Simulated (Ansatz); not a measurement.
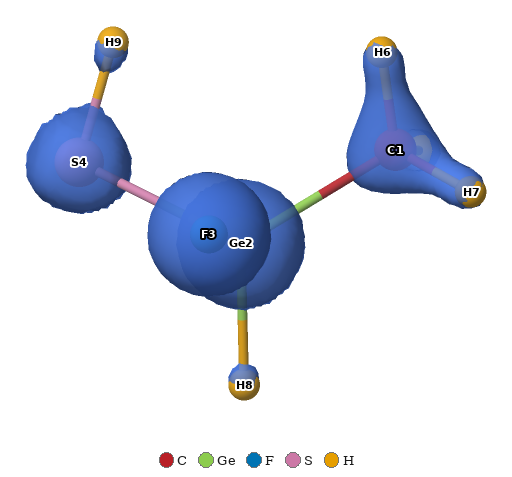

Figure 1: CH5FGeS. Isosurface of the total electron density at 1.5 e/Å³ (blue), seen at a tilt.

Geometry: PBE0-D4/def2-TZVP.

All numbers below come from RKS PBE0-D4/def2-TZVPP in Ansatz.

```xyz
9

C    -0.0298    0.6016   -1.0623
Ge    0.3699   -0.7029    0.3087
F     1.9057   -0.2136    0.9799
S    -1.1286   -0.7352    1.9295
H    -0.9820    0.3661   -1.5383
H    -0.0881    1.5941   -0.6143
H     0.7622    0.5983   -1.8120
H     0.5587   -2.1542   -0.1510
H    -1.2794    0.5996    1.9428
```

Question: How is the density connected at this value?

Answer: At this value the surface falls into six separate pieces. It bridges the sampled C–H (1.09 Å) contacts, where the density stays above the isovalue. It is pinched off along the sampled Ge–F (1.75 Å), C–Ge (1.93 Å) and Ge–S (2.21 Å) contacts. On the grid the lowest density along these lines, outside the cores, is 0.94 e/Å³ (Ge–F, 1.75 Å), 0.9 e/Å³ (C–Ge, 1.93 Å), 0.72 e/Å³ (Ge–S, 2.21 Å) and 1.9 e/Å³ (C–H, 1.09 Å).
